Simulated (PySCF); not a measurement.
# Borinic Acid (BH3O): electronic excitations and core binding energies

Wanted: the electronic excitations and core binding energies of Borinic Acid (BH3O) (`BO`), by calculation.

The runs use PySCF 2.14.0, with density-fitted response routines of our own; the level of theory stands in each step. All values are computed, except where a source is named. Atoms count from 0, in the outputs and in this text.

## 1. The molecule as given

5 atoms, charge 0, multiplicity 1; geometry from: GFN2-xTB.

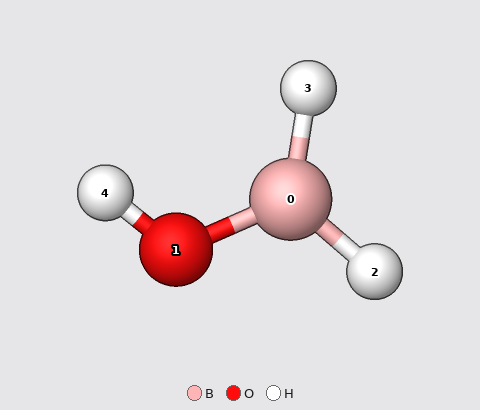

As it starts; boron pink, oxygen red, hydrogen white, atoms numbered.

## 2. Excited states and response: wB97X-D/def2-SVPD

The job: settings as JSON, then the geometry in Å.

```
{"job": {"kind": "uv", "xc": "wB97X-D", "basis": "def2-SVPD", "nstates": 8, "ntriplets": 3}, "charge": 0, "multiplicity": 1}
B     -0.418389     0.012439    -0.012825
O      0.802369    -0.468141    -0.201866
H     -1.298095    -0.673152    -0.372501
H     -0.620539     1.063010     0.487521
H      1.543276     0.068697     0.082485
```

Method: TDDFT wB97X-D/def2-SVPD, vertical, gas phase, core orbitals frozen in the response.

**Question.** This job is followed by: delta-SCF UKS SCAN, pcX-2 on the ionised atom, pcseg-1 elsewhere, spin-free X2C. Predict these results of the whole session: lowest singlet (wB97X-D/def2-SVPD); brightest single state of those computed; lowest triplet; B1s binding energies, SCAN/pcX-2; O1s binding energies, SCAN/pcX-2.

**Answer**, as computed:

| quantity | value |
| --- | --- |
| lowest singlet (wB97X-D/def2-SVPD) | 6.60 eV (188 nm), f = 0.000 |
| brightest single state of those computed | state 6, 9.77 eV, f = 0.152 |
| lowest triplet | 6.04 eV |
| B1s binding energies, SCAN/pcX-2 | B0 197.10 eV |
| O1s binding energies, SCAN/pcX-2 | O1 539.89 eV |

What this shows: The lowest singlet, at 6.60 eV, is HOMO→LUMO 0.98 and is dark; of the 8 states computed, the strongest absorption comes from state 6 at 9.77 eV (the last state computed is bright too, and its partners may lie past the list). The lowest triplet lies 0.56 eV below the lowest singlet (triplets in Tamm-Dancoff, singlets in full TDDFT).
